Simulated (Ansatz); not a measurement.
```xyz
7

N     0.1519   -2.0018    1.9491
C     0.1410   -1.3146    1.0271
Ge    0.1142   -0.1576   -0.4720
F    -0.9994   -0.7512   -1.6105
F     1.6506   -0.1566   -1.1986
C    -0.3551    1.6200   -0.0178
N    -0.6418    2.6938    0.2772
```

Geometry: PBE0-D4/def2-TZVP.

All numbers below come from Ansatz, RKS PBE0-D4/def2-TZVPP.

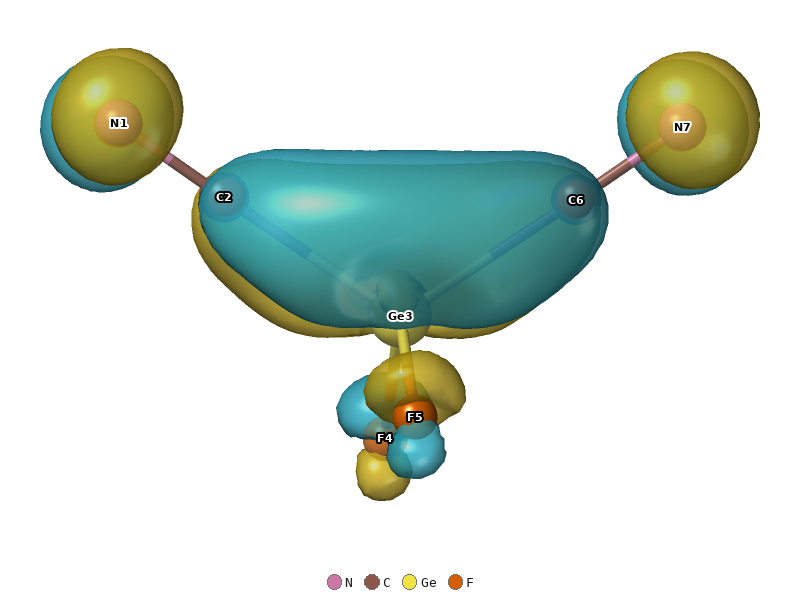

C2F2GeN2 (SMILES N#[C][Ge]([F])([F])[C]#N). One frontier orbital at ±0.15 Å⁻³ᐟ² (yellow and cyan are the two phases), seen across its widest extent.

Q: Which orbital is it: HOMO or LUMO?

A: The LUMO, at −2.55 eV. Its weight (Hirshfeld) is mainly on Ge3 (about 30 %), N1 (about 15 %), N7 (about 15 %), C2 (about 15 %) and C6 (about 15 %).
